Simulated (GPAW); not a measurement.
# Quasiparticle gap of SrLi2SnS4 (I-42m) in GPAW, part 2 of 2

Wanted: ground state, empty states, screening and self-energy for SrLi2SnS4 (I-42m).

GPAW 26.7.0; PBE and many-body steps on it, plane waves. Known limits of the many-body steps: not at the basis limit; no spin-orbit coupling; coarse k mesh.

So far. Step 2 (Ground state): The gap is direct, at (0.500, 0.500, 0.500). Step 3 (Empty states on the mesh, 2×2×2 mesh, 150 bands): On this mesh the gap is 2.682 eV.

## 4. Screening and self-energy, 2×2×2 mesh, 140 bands, screening to 50 eV

G0W0 replaces the xc potential by the self-energy, built once from these orbitals. Only a window of levels is corrected, while the sums run over the empty bands that the input names.

This step: G0W0 on PBE, plane waves, PAW.

The input, run.py:

```python
import json
import numpy as np
from gpaw.mpi import world
from gpaw.response.g0w0 import G0W0

gw = G0W0('full.gpw',
    filename='gw',
    kpts=[0, 3],
    bands=(23, 27),
    ecut=50,
    nbands=140,
    integrate_gamma='WS',
    ppa=True)
gw.calculate()
res = {mode: {k: v for k, v in r.items() if k != 'sigma_eskwn'}
       for mode, r in gw.all_results.items()}

if world.rank == 0:
    with open('result.json', 'w') as f:
        json.dump(res, f, default=lambda x: x.tolist())
```

Command:

```
$ mpirun -n 4 gpaw python run.py
```

Numbers of over 12 decimals in the logs are rounded to 6 here.

The program printed:

```text
Using integrator: PointIntegrator
FrequencyGridDescriptor(from 0.000+0.000j to 0.000+27.211j eV, 2 points)
Nonperiodic BCs:  [False False False]
Using integrator: PointIntegrator
FrequencyGridDescriptor(from 0.000+0.000j to 0.000+27.211j eV, 2 points)
Nonperiodic BCs:  [False False False]
  ___  _ _ _
 |   || | | |
 | | || | | |
 |__ ||_____|
 |___|

BZ k-points: Symmetries present (total): 8

  [... matrices ...]
8 k-points: 2 x 2 x 2 Monkhorst-Pack grid + [1/4,1/4,1/4]
4 k-points in the irreducible part of the Brillouin zone
       k-points in crystal coordinates                weights
   0:     0.00000000    0.00000000    0.00000000          1/8
   1:     0.50000000    0.00000000    0.50000000          4/8
   2:     0.50000000    0.50000000    0.00000000          2/8
   3:     0.50000000    0.50000000    0.50000000          1/8

Distributing spins, k-points and bands (1 x 2 x 4) over 4 processes
Number of blocks: 1

Quasi particle states:
k-points (IBZ indices): [0, 3]
Band range: (23, 27)
  [... matrices ...]
Computational parameters:
Plane wave cut-off: 50 eV
Number of bands: 140
Coulomb cutoff: None
Broadening: 0.1 eV

fxc modes: GW
Kernel: RPA
Using Godby-Needs plasmon-pole approximation:
  Fitting energy: i*E0, E0 = 1.000 Hartree
Summing all q:

Calculating screened Coulomb potential
No Coulomb truncation
FrequencyGridDescriptor(from 0.000+0.000j to 0.000+27.211j eV, 2 points)
Removing empty qpoint cache files...

Calculating chi0 body with:
    Ground state adapter containing:
    Number of spins: 1
    Number of kpoints: 8
    Number of irreducible kpoints: 4
    Number of completely occupied states: 25
    Number of partially occupied states: 25
    Occupied states memory: 16.355515 M / cpu

    Linear response parametrization:
    q_c: [0.0, 0.0, 0.0]
    Number of frequency points: 2
    Planewave cutoff: 50.0
    Number of bands: 140
    Number of planewaves: 145
    Broadening (eta): 1e-06
    comm.size: 4
    kncomm.size: 4
    blockcomm.size: 1

    Memory estimate of potentially large arrays:
        chi0_wGG: 0.641632 M / cpu
Integrating chi0 body.

Symmetries of q_c:
    Direct symmetries (Uq -> q): 8
    Indirect symmetries (TUq -> q): 8
In total 16 allowed symmetries.

  [... matrices ...]
4 groups of equivalent kpoints. 50.0% reduction.

Integral kind: response function
Integrating chi0 head and wings.

Symmetries of q_c:
    Direct symmetries (Uq -> q): 8
    Indirect symmetries (TUq -> q): 8
In total 16 allowed symmetries.

  [... matrices ...]
4 groups of equivalent kpoints. 50.0% reduction.

Integral kind: response function wings

Calculating chi0 body with:
    Ground state adapter containing:
    Number of spins: 1
    Number of kpoints: 8
    Number of irreducible kpoints: 4
    Number of completely occupied states: 25
    Number of partially occupied states: 25
    Occupied states memory: 16.355515 M / cpu

    Linear response parametrization:
[... the further q-points ...]

Results:
f:      Occupation numbers
eps:     KS-eigenvalues [eV]
vxc:     KS vxc [eV]
exx:     Exact exchange [eV]
sigma:   Self-energies [eV]
dsigma:  Self-energy derivatives
Z:       Renormalization factors
qp:      QP-energies [eV]

k-point 0 (0): (0.000, 0.000, 0.000)                GW
band       f     eps     vxc     exx   sigma  dsigma       Z      qp
                                                                   GW
  23   1.000   3.175 -15.254 -18.151   2.402  -0.267   0.789   2.784
  24   1.000   3.175 -15.254 -18.151   2.402  -0.267   0.789   2.785
  25   0.000   6.245 -13.781  -9.458  -3.093  -0.231   0.812   7.245
  26   0.000   7.500  -9.951  -5.768  -3.272  -0.213   0.825   8.251

k-point 1 (3): (0.500, 0.500, 0.500)                GW
band       f     eps     vxc     exx   sigma  dsigma       Z      qp
                                                                   GW
  23   1.000   3.075 -14.617 -17.722   2.514  -0.271   0.787   2.610
  24   1.000   3.555 -15.047 -18.074   2.510  -0.269   0.788   3.148
  25   0.000   6.237 -12.946  -8.577  -2.988  -0.221   0.819   7.368
  26   0.000   7.712 -11.349  -7.056  -3.305  -0.221   0.819   8.522
```

Elapsed: 29 s, on 4 MPI ranks of Arm Neoverse V1, shared host; peak memory 1.9 GiB.

This step gave:

```yaml
g0w0_gap_on_the_points_computed: 4.096 eV
least_direct_g0w0_gap_on_the_computed_points: 4.220 eV
z_at_the_valence_top: 0.7881
z_at_the_conduction_bottom: 0.8124
starting_gap_on_the_mesh: 2.682 eV
k_of_the_valence_top: 0.5, 0.5, 0.5
k_of_the_conduction_bottom: 0, 0, 0
```

The gap on the mesh goes from 2.68 eV to 4.10 eV, a correction of +1.41 eV.

Limits: finite bands, cutoff and mesh; no spin-orbit coupling; coarse k mesh. v1 is the top filled band, c1 the lowest empty one. Levels before and after the correction, in eV, zero at the valence-band top of each column:

|  | conduction bottom | valence top |
| --- | --- | --- |
| Kohn-Sham | 2.68 | 0.00 |
| G0W0 | 4.10 | 0.00 |

|  | level | energy (eV) |
| --- | --- | --- |
| Kohn-Sham | Γ v2-v1 | -0.380 |
| Kohn-Sham | Γ c1 | 2.689 |
| Kohn-Sham | Γ c2 | 3.944 |
| Kohn-Sham | (0.5 0.5 0.5) v2 | -0.480 |
| Kohn-Sham | (0.5 0.5 0.5) v1 | 0.000 |
| Kohn-Sham | (0.5 0.5 0.5) c1 | 2.682 |
| Kohn-Sham | (0.5 0.5 0.5) c2 | 4.157 |
| G0W0 | Γ v2-v1 | -0.364 |
| G0W0 | Γ c1 | 4.096 |
| G0W0 | Γ c2 | 5.103 |
| G0W0 | (0.5 0.5 0.5) v2 | -0.538 |
| G0W0 | (0.5 0.5 0.5) v1 | 0.000 |
| G0W0 | (0.5 0.5 0.5) c1 | 4.220 |
| G0W0 | (0.5 0.5 0.5) c2 | 5.374 |

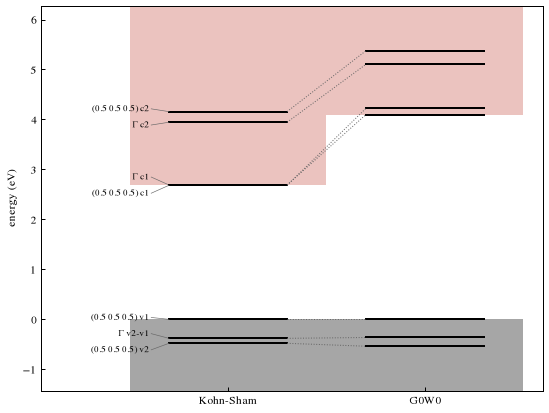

Levels before and after the correction. Shaded: valence and conduction bands.

## 5. Where the time went

Times are wall times on 4 MPI ranks of Arm Neoverse V1, shared host, good to a factor of about two.

| step | time | share | memory (GiB) |
| --- | --- | --- | --- |
| ground state | 87 s | 56 % | 1.1 |
| empty states on the mesh | 39 s | 25 % | 1.2 |
| screening and self-energy | 29 s | 19 % | 1.9 |

## 6. What came out

| Quantity | Value |
| --- | --- |
| PBE gap | 2.68 eV, direct |
| G0W0 gap on the mesh | 4.10 eV |
| GW settings | 2×2×2 mesh, 140 bands, screening to 50 eV, Godby-Needs plasmon pole |
| known limits | not at the basis limit; no spin-orbit coupling; coarse k mesh |

G0W0 moves the gap on the mesh from 2.68 eV to 4.10 eV (+1.41 eV), with Z of 0.79 and 0.81 at the edges. G0W0 makes the gap indirect: the least direct gap computed is 4.22 eV. Only 2 of the mesh's irreducible points were corrected, so a valley elsewhere could overtake. The dearest step here is «ground state». Bands and cutoff are finite, so the gap is not at the basis limit. The miss can reach some tenths of an eV and take either sign; the mesh is an error of its own. These stock PAW sets were not made for GW. In the G0W0 run levels were corrected at 2 k points alone, so a gap called «on the mesh» is the least over those, and an edge elsewhere would be missed. The 2×2×2 mesh is coarse for this cell, which bears on the long-range parts of exchange and screening. The many-body steps are scalar-relativistic: spin-orbit coupling is not in them.

[Paths, hosts, dates, memory and timing lines, banners, echoed tables and standing remarks are left out of the program output.]

[Logs are printed without paths, hosts, clocks, repeated set-up lines and the standing remarks that a program may print on its own settings, such as how far it seeks lower states.]

[Runs of the session that timed out or met a known fault of the program may be left out.]

[Hosts, paths, dates, database ids (printed as entryN), source tags and the programs' standing remarks are cut or masked in the printed files.]
